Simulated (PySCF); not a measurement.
## NMR shielding calculation of Si₂H₅O₃ (charge −1)

The run: NMR shielding calculation of Si₂H₅O₃, charge −1. Method and program: GIAO PBE0/aug-pcSseg-2 NMR shielding, non-relativistic, gas phase (PySCF 2.14.0).

The geometry comes from this level: PBE0-D3(BJ)/def2-SVP. Figures and captions count atoms from 1; the log counts them from 0 in places.

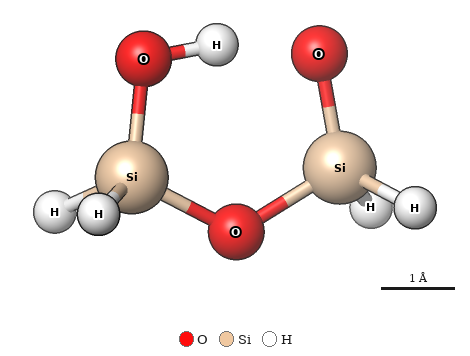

*The input geometry (ball-and-stick view, seen at a tilt).*

Bond lengths as drawn: H–O 1.06 Å, H–Si 1.51 to 1.52 Å and O–Si 1.59 to 1.71 Å.

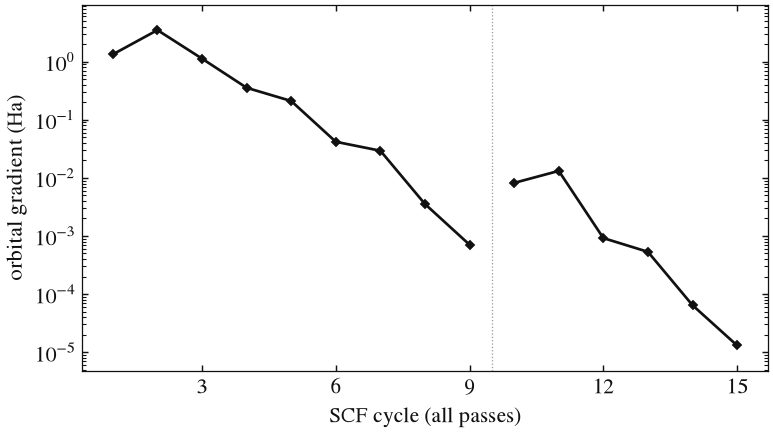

*Convergence of the self-consistent field: orbital gradient against the SCF cycle. The dotted line marks the change from a coarse to the final integration grid.*

The first 9 cycles use a coarse grid, the final grid takes over at cycle 10, and the field converges after 15 cycles in all.

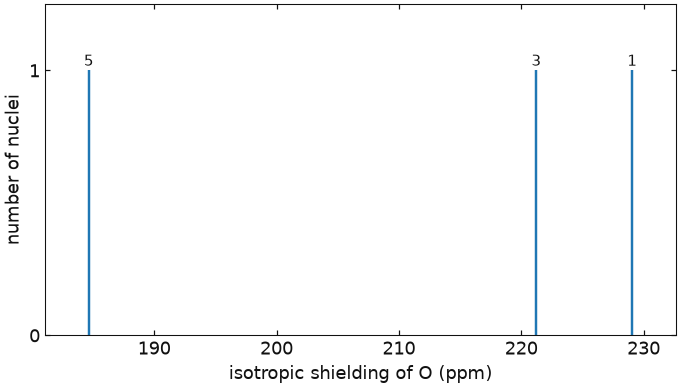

*Isotropic shieldings of the oxygen nuclei in this fixed geometry, labelled by atom number; shielding grows to the right, so chemical shift grows to the left.*

The least shielded is O5 (184.7 ppm), the most shielded O1 (229.1 ppm).

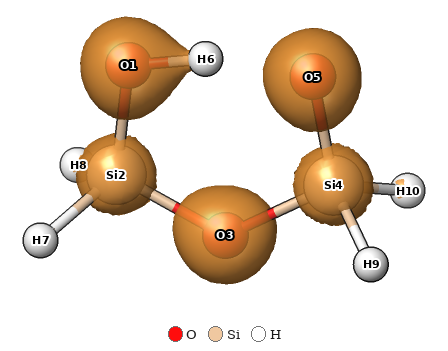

*Isosurface of the total electron density at 1.5 e/Å³ (orange), seen at a tilt.*

At this value the surface falls into nine separate pieces. It is pinched off along the Si–O (1.59 Å), Si–O (1.63 Å) and Si–O (1.71 Å) contacts. On the grid the lowest density along these lines, outside the cores, is 1.2 e/Å³ (Si–O, 1.59 Å), 1.8 e/Å³ (O–H, 1.06 Å), 1.1 e/Å³ (Si–O, 1.63 Å) and 0.85 e/Å³ (Si–O, 1.71 Å).

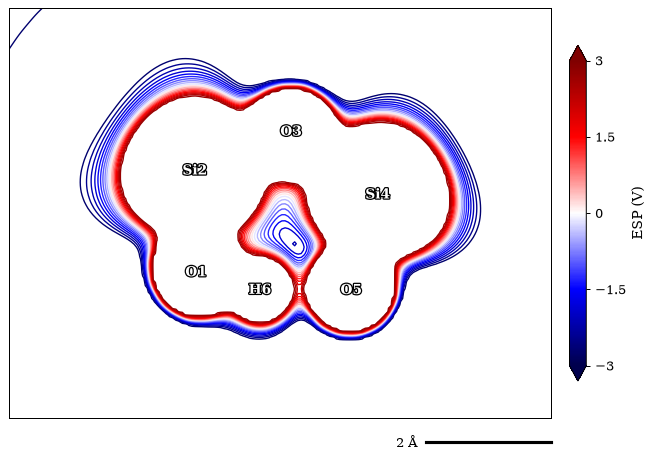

*Molecular electrostatic potential on the plane of atoms O1, Si2 and O3.*

The section cuts through O, Si and H sites.

These pictures come from the run below.

Input:
```
{"job": {"kind": "nmr", "xc": "PBE0", "basis": "aug-pcSseg-2"}, "charge": -1, "multiplicity": 1}
O     -0.257127     1.725523     0.618331
Si    -1.214043     0.404945     0.699712
O     -0.491642    -0.901212    -0.028489
Si     1.049671    -0.801021    -0.760036
O      1.630546     0.673501    -0.635868
H      0.613399     1.427737     0.093322
H     -1.539903     0.034205     2.126711
H     -2.552965     0.633340     0.039376
H      1.850678    -1.900165    -0.084689
H      0.822311    -1.320242    -2.168751
```

The first line tells a small driver script what to run in PySCF; the rest is the geometry in Å.

Launch command:
```bash
OMP_NUM_THREADS=1 python <driver script> task.json out
```

Output:
```
coarse grid: 9608 points
cycle   1  E = -807.2251967848  dE =  4.484e-01  |g| = 1.336e+00  |ddm| = 3.399e+00
cycle   2  E = -801.6947952598  dE =  5.530e+00  |g| = 3.500e+00  |ddm| = 5.689e+02
cycle   3  E = -807.2723161737  dE = -5.578e+00  |g| = 1.129e+00  |ddm| = 5.686e+02
cycle   4  E = -807.5166434436  dE = -2.443e-01  |g| = 3.558e-01  |ddm| = 1.146e+00
cycle   5  E = -807.5488593766  dE = -3.222e-02  |g| = 2.104e-01  |ddm| = 6.816e-01
cycle   6  E = -807.5569266514  dE = -8.067e-03  |g| = 4.181e-02  |ddm| = 3.139e-01
cycle   7  E = -807.5571068845  dE = -1.802e-04  |g| = 2.931e-02  |ddm| = 9.350e-02
cycle   8  E = -807.5572559275  dE = -1.490e-04  |g| = 3.547e-03  |ddm| = 4.213e-02
cycle   9  E = -807.5572581237  dE = -2.196e-06  |g| = 7.063e-04  |ddm| = 6.530e-03
final grid: 84336 points
cycle  10  E = -807.5549089602  dE = -5.128e-05  |g| = 8.196e-03  |ddm| = 2.240e-01
cycle  11  E = -807.5548896926  dE =  1.927e-05  |g| = 1.318e-02  |ddm| = 2.697e-02
cycle  12  E = -807.5549196816  dE = -2.999e-05  |g| = 9.194e-04  |ddm| = 1.863e-02
cycle  13  E = -807.5549197896  dE = -1.080e-07  |g| = 5.329e-04  |ddm| = 1.306e-03
cycle  14  E = -807.5549198391  dE = -4.953e-08  |g| = 6.422e-05  |ddm| = 6.557e-04
cycle  15  E = -807.5549198399  dE = -7.899e-10  |g| = 1.303e-05  |ddm| = 1.229e-04
converged SCF energy = -807.5549198399

GIAO shielding tensors (ppm)
atom      isotropic    diamagn.    paramagn.     s11        s22        s33       span
  0 O      229.071     374.508    -145.437    155.632    218.450    313.132    157.500
  1 Si     374.945     865.330    -490.385    338.622    353.719    432.493     93.871
  2 O      221.236     401.839    -180.602    165.064    203.610    295.035    129.971
  3 Si     385.001     866.236    -481.235    324.570    354.467    475.965    151.395
  4 O      184.662     381.490    -196.827     77.518    169.452    307.017    229.499
  5 H       17.237       9.949       7.288     -0.452      6.506     45.657     46.109
  6 H       25.701      27.838      -2.137     23.100     23.574     30.429      7.328
  7 H       25.688      27.834      -2.146     23.097     23.569     30.399      7.302
  8 H       25.544      28.224      -2.680     22.793     23.427     30.412      7.619
  9 H       25.550      28.151      -2.601     22.786     23.431     30.432      7.645
```

Summary:

```tsv
quantity	value
outcome	converged
total energy	−807.554920 hartree
HOMO	−2.69 eV
LUMO	2.63 eV
isotropic shielding, O	184.7 to 229.1 ppm
isotropic shielding, Si	374.9 to 385.0 ppm
isotropic shielding, H	17.2 to 25.7 ppm
hardware	1 CPU thread, shared host
wall time	79 s
peak memory	1.5 GiB
```
